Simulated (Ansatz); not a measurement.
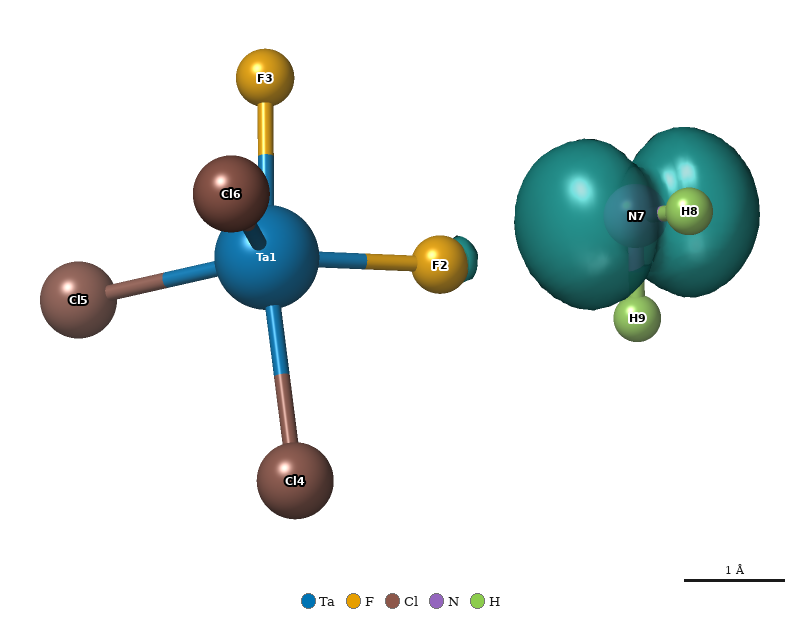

*Cl$_{3}$F$_{2}$Ta···NH$_{2}$ (doublet). Isosurfaces of the spin density (α minus β) at +0.04 (teal) and −0.04 e/Å³ (pink), seen at a tilt.*

Core potentials replace the inner electrons of Ta; not at a stationary point (largest force 1.0 eV/Å).

Theory: UKS PBE/def2-SVP in Ansatz 0.2.0.

```yaml
atoms:
  - { symbol: Ta, position_ang: [-0.0823, -0.0137, -0.0711] }
  - { symbol: F, position_ang: [1.8218, -0.0626, -0.1466] }
  - { symbol: F, position_ang: [0.1305, -0.0490, 1.8109] }
  - { symbol: Cl, position_ang: [-0.0573, 0.0201, -2.4154] }
  - { symbol: Cl, position_ang: [-1.2679, 1.9454, 0.0648] }
  - { symbol: Cl, position_ang: [-1.3483, -1.9250, 0.0067] }
  - { symbol: N, position_ang: [4.2186, 0.2183, 0.4712] }
  - { symbol: H, position_ang: [4.3193, -0.7910, 0.2132] }
  - { symbol: H, position_ang: [4.3157, 0.6576, -0.4737] }
```

> Describe the spin distribution.

The unpaired spin (1 electron) lies mostly on N7 (about 0.9), in electrons by Hirshfeld's partition.
